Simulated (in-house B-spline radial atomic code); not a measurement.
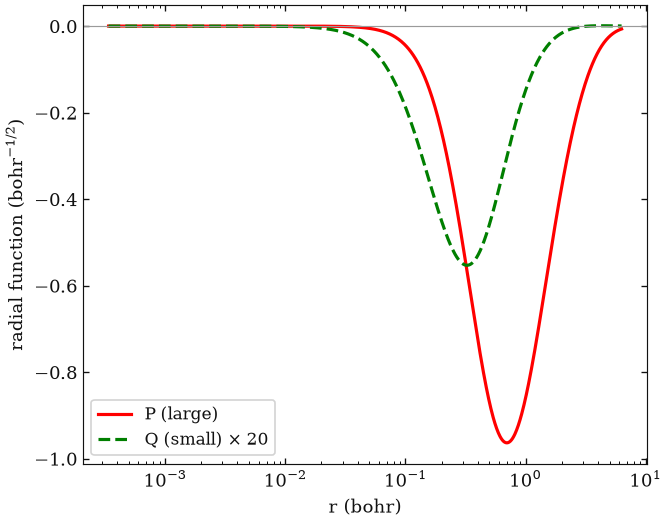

The Pr²⁺ ion; electrons: [Xe] 4f3 (4f5/2: 3). All numbers are computed, not measured: Dirac-Hartree-Fock, average of configuration, Fermi nucleus, basis-set limit (an in-house B-spline radial code).

```
Z = 59
electrons = 57.0
configuration = 1s2 2s2 2p6 3s2 3p6 3d10 4s2 4p6 4d10 4f-3 5s2 5p6
hamiltonian = dirac
method = hf
spin_polarised = False
nucleus = fermi
rms_radius = 4.8919
mass_number = 141
atomic_mass = 140.907659604
speed_of_light = 137.035999084
```

The plot shows the large and small radial components of one occupied spinor.

Q: Which spinor (n, l, j) is it?

Answer: It is 4f5/2. The spinor has κ = 3: the large component has l = 3 and 0 radial nodes, the small one has l = 2. The small component carries 0.035 % of the norm; ⟨r⟩ = 1.07 bohr and the eigenvalue is −21.9 eV. The nodes of P give n − l − 1 and its extent picks the shell; Q has as many nodes as P for κ < 0 and one more for κ > 0.
